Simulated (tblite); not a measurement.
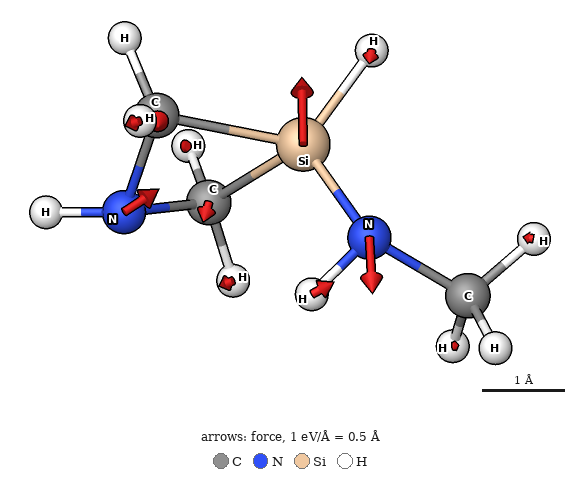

Starting geometry of C$_{3}$H$_{10}$N$_{2}$Si with the computed forces as red arrows. A ball-and-stick model, seen from a free direction.

Theory: tblite 0.8.0, GFN2-xTB geometry optimisation, gas phase. 

What follows when this structure is relaxed?

Answer. It isn't relaxed: the largest force vector, on the Si atom, is 2.06 eV/Å. The final displacements have little in common with the starting forces (cosine between the two patterns 0.16). The energy falls by 29.0 kJ/mol in 70 geometry steps. The atom that moves furthest after the best rigid fit is an H atom (0.69 Å). Largest moves by element: H 0.69 Å, N 0.37 Å, Si 0.21 Å, C 0.18 Å. Among the contacts that change: N–Si 1.685 → 1.713 Å, C–N 1.492 → 1.468 Å, H–N 1.033 → 1.010 Å, C–Si 1.904 → 1.926 Å. Bond angles that change, for instance: Si–N–H 106.4° → 117.5°, N–Si–C 115.1° → 123.7°, N–Si–H 114.2° → 107.4°. The run took 0.7 s on 1 thread of Arm Neoverse N1, with other jobs on the host.
